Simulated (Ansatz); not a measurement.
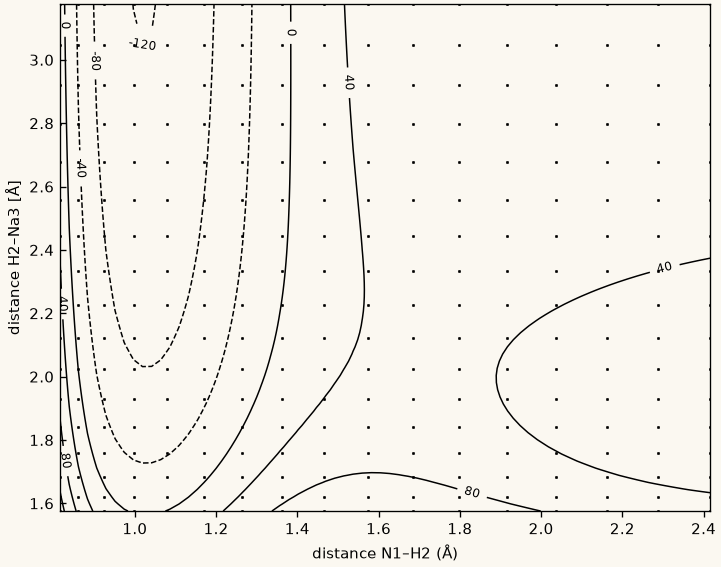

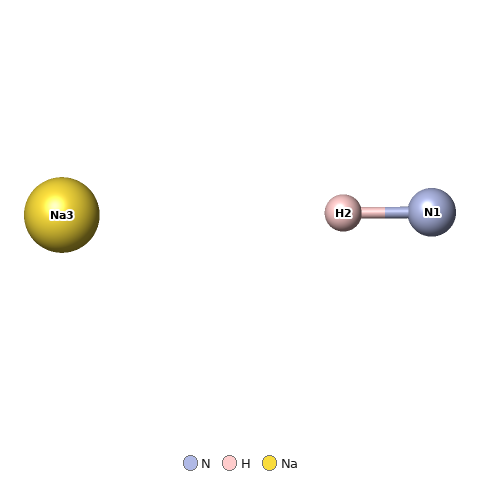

Energy landscape of the system N + HNa, spin multiplicity 4. Coordinates scanned: (1) distance N1–H2; (2) distance H2–Na3. Nothing is relaxed (the angle N1–H2–Na3 is fixed at 180 degrees). Grid: 17 × 17 points. All energies are given in kJ/mol relative to N far from the relaxed HNa (each part in its own basis). In part of the range the unrestricted reference is strongly spin-contaminated. The calculation used UHF/aug-cc-pVTZ in Ansatz 0.2.0.

In the figure: contour lines labelled in kJ/mol, dots at the grid points. Between grid points the surface is interpolated. The second picture is the structure at the lowest point.

Describe this landscape.

Answer. The lowest grid point is at distance N1–H2 = 0.998 Å, distance H2–Na3 = 3.176 Å, −120 kJ/mol from N far from the relaxed HNa (each part in its own basis). It lies in a valley that leaves the map towards separated partners. The highest grid point, distance N1–H2 = 0.816 Å, distance H2–Na3 = 1.576 Å, lies 256 kJ/mol above the lowest. On the interpolated surface the lowest path from the side where the first distance is long, distance N1–H2 = 2.416 Å, distance H2–Na3 = 1.929 Å, to the side where the second distance is long, about distance N1–H2 = 1.02 Å, distance H2–Na3 = 3.18 Å, has its top at distance N1–H2 = 1.684 Å, distance H2–Na3 = 2.122 Å, about 34 kJ/mol above the start and 168 kJ/mol above the end.

The values on the grid:

```
distance H2–Na3 ↓, distance N1–H2 →  0.860  0.998  1.169  1.362  1.573  1.799  2.037  2.287
                              3.176    −44   −120    −90     −8     51     73     78     77
                              2.921    −40   −117    −87     −8     48     68     72     71
                              2.677    −34   −111    −83     −7     45     62     63     61
                              2.444    −26   −103    −77     −5     42     54     53     48
                              2.226    −15    −93    −67      1     41     47     41     32
                              2.023      1    −77    −53     11     45     44     32     19
                              1.840     21    −57    −32     30     58     51     34     20
                              1.683     48    −29     −4     58     83     72     52     36
                              1.576     74     −3     24     87    112     99     77     60
```

The table holds every second grid line.

The input of one point:

```yaml
crystal:
  periodic: [false, false, false]
  atoms:
    - { symbol: "N", position_ang: [-0.998, 0.0, 0.0] }
    - { symbol: H, position_ang: [0.0, 0.0, 0.0] }
    - { symbol: Na, position_ang: [3.176, 0.0, 0.0] }
magnetization:
  spin_polarized: true
  initial_magnetization: 3
basis:
  gaussian: { orbitals: aug-cc-pVTZ }
hamiltonian:
  xc: hf
output:
  forces: true
```

Each point was launched as `ansatz run input.yaml --threads 1 --pin off --max-ram 2560MiB --backend cpu --events-out ev --progress --plain --runs-dir out`. The whole map (289 points run) took 9.6 min on 1 thread of Arm Neoverse V1 (shared host).
